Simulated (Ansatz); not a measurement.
CH5FSSi2: several calculations on one system

Part 1: Relaxation

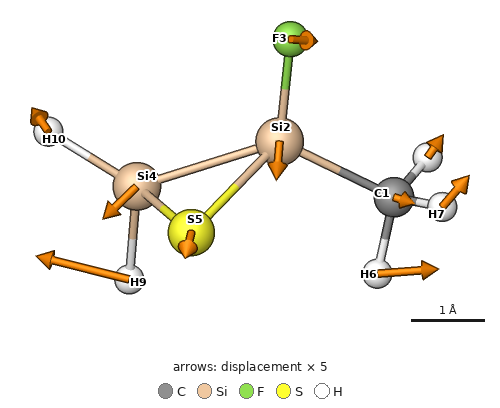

This is a relaxation of CH₅FSSi₂. The starting structure is drawn; orange arrows show the displacements, 5 times their true length. The two geometries are superimposed by the best rigid fit.

A ball-and-stick model, seen at a tilt.

The run prepares an end point of a later path (torsion) calculation, from a guessed geometry.

The calculation used Ansatz 0.2.0, RKS PBE0-D4/def2-SVP.

Input
```yaml
crystal:
  periodic: [false, false, false]
  atoms:
    - { symbol: C, position_ang: [0.2827, -1.0881, 1.2905] }
    - { symbol: Si, position_ang: [0.667, -0.047, -0.1599] }
    - { symbol: F, position_ang: [2.1503, -0.1407, -0.6511] }
    - { symbol: Si, position_ang: [-0.7855, 0.8607, -1.4792] }
    - { symbol: S, position_ang: [0.0924, 1.9891, 0.0645] }
    - { symbol: H, position_ang: [-0.8004, -0.873, 1.6022] }
    - { symbol: H, position_ang: [0.8996, -0.8171, 2.1436] }
    - { symbol: H, position_ang: [0.3822, -2.0965, 1.0687] }
    - { symbol: H, position_ang: [-2.2994, 0.7157, -1.1067] }
    - { symbol: H, position_ang: [-0.5058, 1.4457, -2.7696] }
basis:
  gaussian: { orbitals: def2-SVP }
hamiltonian:
  xc: pbe0
  dispersion: d4
relax:
  f_tol: 0.015
  max_steps: 40
```

Launched with:
```bash
ansatz run input.yaml --threads 2 --pin off --max-ram 3072MiB --backend cpu --events-out ev --progress --plain --runs-dir out
```

Q: Describe the change and its energy.

A: After 8 geometry steps the energy has fallen by 0.487 eV. The largest force component goes from 2.7 to 0.0045 eV/Å. The atom that moves furthest after the best rigid fit is H9 (0.27 Å). By element the largest moves are H 0.27 Å, Si 0.13 Å, S 0.11 Å, F 0.11 Å, C 0.06 Å. Some distances before and after: Si4–S5 2.104 → 2.193 Å, Si2–Si4 2.162 → 2.246 Å, Si4–H9 1.566 → 1.491 Å, C1–H8 1.037 → 1.100 Å. Among the angles between lasting bonds that change: S5–Si4–H9 106.2° → 114.3°, C1–Si2–F3 114.5° → 107.8°, Si2–Si4–H9 117.7° → 123.9°. Cost: 50 s on 2 threads of Arm Neoverse N1, with other jobs on the host, peak memory 0.24 GiB.

Part 2: Relaxation

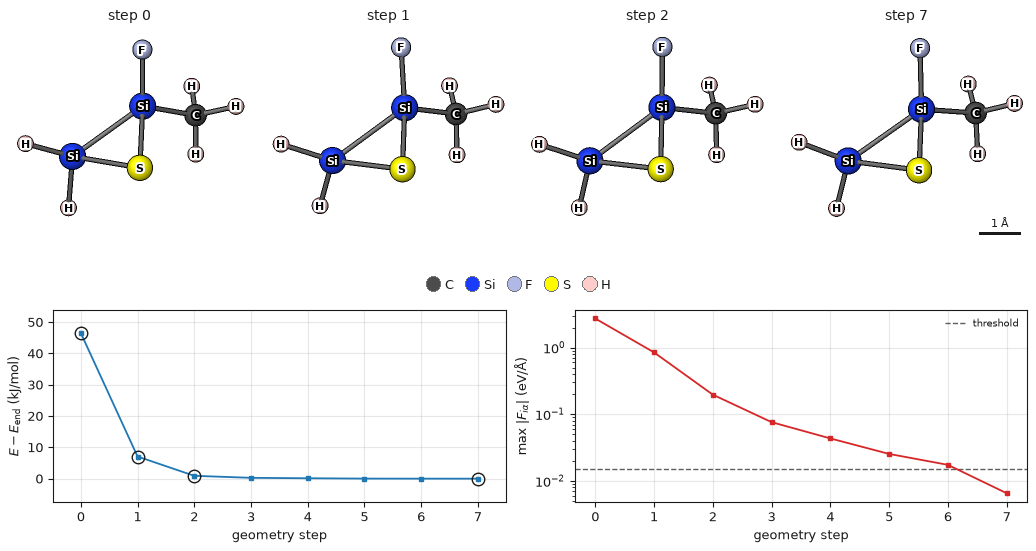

Frames of a relaxation of CH₅FSSi₂, marked on the history of the run. Style: ball-and-stick. Shown from a free direction.

The run prepares an end point of a later path (torsion) calculation, from a guessed geometry.

Computed with RKS PBE0-D4/def2-SVP (Ansatz 0.2.0).

The input:
```yaml
crystal:
  periodic: [false, false, false]
  atoms:
    - { symbol: C, position_ang: [0.2827, -1.0881, 1.2905] }
    - { symbol: Si, position_ang: [0.667, -0.047, -0.1599] }
    - { symbol: F, position_ang: [0.4371, 1.48534, 0.06214] }
    - { symbol: Si, position_ang: [1.81786, -0.66321, -1.88328] }
    - { symbol: S, position_ang: [-0.28494, -0.68261, -1.95323] }
    - { symbol: H, position_ang: [-0.8004, -0.873, 1.6022] }
    - { symbol: H, position_ang: [0.8996, -0.8171, 2.1436] }
    - { symbol: H, position_ang: [0.3822, -2.0965, 1.0687] }
    - { symbol: H, position_ang: [2.27061, -2.16014, -1.96011] }
    - { symbol: H, position_ang: [2.36004, 0.21333, -2.89486] }
basis:
  gaussian: { orbitals: def2-SVP }
hamiltonian:
  xc: pbe0
  dispersion: d4
relax:
  f_tol: 0.015
  max_steps: 40
```

Launched with:
```bash
ansatz run input.yaml --threads 2 --pin off --max-ram 3072MiB --backend cpu --events-out ev --progress --plain --runs-dir out
```

What happens along the run?

The energy falls by 46.5 kJ/mol in 7 geometry steps. The largest force component goes from 2.7 to 0.0066 eV/Å. H9 moves most after the best rigid fit: 0.23 Å. Largest moves by element: H 0.23 Å, Si 0.12 Å, S 0.10 Å, C 0.09 Å, F 0.09 Å. Near-neighbour distances that change, for instance: Si4–S5 2.104 → 2.194 Å, Si2–Si4 2.162 → 2.246 Å, Si4–H9 1.566 → 1.491 Å, Si2–F3 1.565 → 1.628 Å. Bond angles that change, for instance: S5–Si4–H9 106.2° → 114.2°, C1–Si2–F3 114.5° → 107.9°, Si2–Si4–H9 117.7° → 123.9°. From step 0 to 1: H9 moves most (0.19 Å), energy −39.4 kJ/mol. From step 1 to 2: H9 moves most (0.06 Å), energy −6.16 kJ/mol. From step 2 to 7: H atoms move most (0.07 Å), energy −0.92 kJ/mol.

```
step  E − E(0), kJ/mol  largest force component, eV/Å
   0              0.00                         2.7311
   1            -39.43                         0.8478
   2            -45.60                         0.1970
   3            -46.24                         0.0763
   4            -46.38                         0.0435
   5            -46.49                         0.0255
   6            -46.51                         0.0175
   7            -46.51                         0.0066
```

Part 3: Path

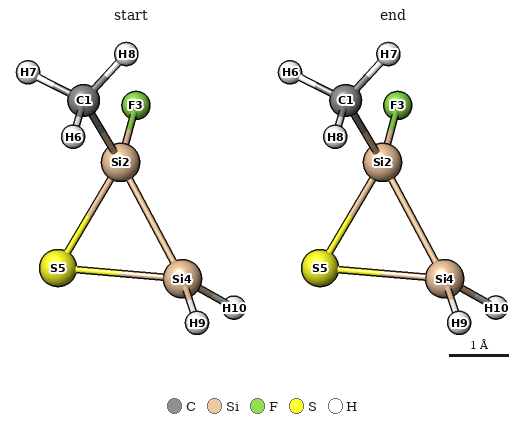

The two relaxed end points of a path for CH₅FSSi₂. The picture is a ball-and-stick view, seen from a free direction.

Method: RKS PBE0-D4/def2-SVP (Ansatz).

Input file:
```yaml
crystal:
  periodic: [false, false, false]
  atoms:
    - { symbol: C, position_ang: [0.299899, -1.100765, 1.352168] }
    - { symbol: Si, position_ang: [0.60448, 0.022017, -0.091956] }
    - { symbol: F, position_ang: [2.122517, -0.242267, -0.617765] }
    - { symbol: Si, position_ang: [-0.881887, 0.952469, -1.495159] }
    - { symbol: S, position_ang: [0.081814, 2.082357, 0.118867] }
    - { symbol: H, position_ang: [-0.722238, -0.961494, 1.731923] }
    - { symbol: H, position_ang: [1.011586, -0.867455, 2.15949] }
    - { symbol: H, position_ang: [0.437403, -2.153138, 1.061717] }
    - { symbol: H, position_ang: [-2.359495, 0.815499, -1.350574] }
    - { symbol: H, position_ang: [-0.510979, 1.401578, -2.865711] }
basis:
  gaussian: { orbitals: def2-SVP }
hamiltonian:
  xc: pbe0
  dispersion: d4
neb:
  order_check: false
  images: 7
  f_tol: 0.05
  max_iterations: 52
  initial_path: idpp
  final_atoms:
    - { symbol: C, position_ang: [0.31210856, -1.09630633, 1.35327571] }
    - { symbol: Si, position_ang: [0.59844219, 0.12503241, -0.01288923] }
    - { symbol: F, position_ang: [2.1927109, 0.14116237, -0.342309] }
    - { symbol: Si, position_ang: [-0.83887612, 0.85604345, -1.57629474] }
    - { symbol: S, position_ang: [-0.29036846, 2.05790899, 0.17497255] }
    - { symbol: H, position_ang: [0.86709566, -0.78479236, 2.25194299] }
    - { symbol: H, position_ang: [0.66102881, -2.09749732, 1.05890185] }
    - { symbol: H, position_ang: [-0.75827027, -1.14488835, 1.5990037] }
    - { symbol: H, position_ang: [-2.27839525, 0.47114227, -1.62720598] }
    - { symbol: H, position_ang: [-0.38237602, 1.42099588, -2.87639783] }
```

Launched with:
```bash
ansatz run input.yaml --threads 2 --pin off --max-ram 3072MiB --backend cpu --events-out ev --progress --plain --runs-dir out
```

### What barrier does the band find between them, and by what path?

The two ends have the same energy, and the highest point, image 4, lies 1.15 kcal/mol above the start. The motion is a rotation about the C1–Si2 bond by about 120°. No bond forms or breaks between the ends. The band converged in 3 iterations. The largest component of the band force went from 0.3 to 0.033 eV/Å. The climbing image converged on the top of the path. Its vibrational analysis gives one imaginary mode (139i cm⁻¹), as a transition state must have.

Energies of the converged images:

| image | path (Å) | E (kcal/mol) |
| --- | --- | --- |
| 0 | 0.00 | 0.00 |
| 1 | 0.43 | 0.17 |
| 2 | 0.85 | 0.57 |
| 3 | 1.28 | 0.98 |
| 4 | 1.70 | 1.15 |
| 5 | 2.12 | 0.99 |
| 6 | 2.55 | 0.58 |
| 7 | 2.97 | 0.17 |
| 8 | 3.40 | 0.00 |

The geometry at the top of the path:

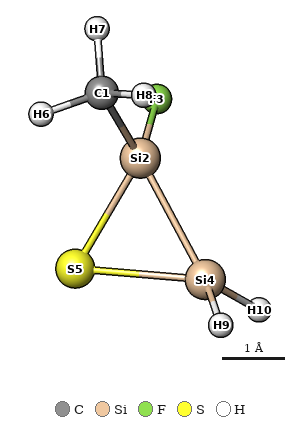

The run took 2.2 min on 2 threads of Arm Neoverse N1, on a shared host, peak memory 0.24 GiB.
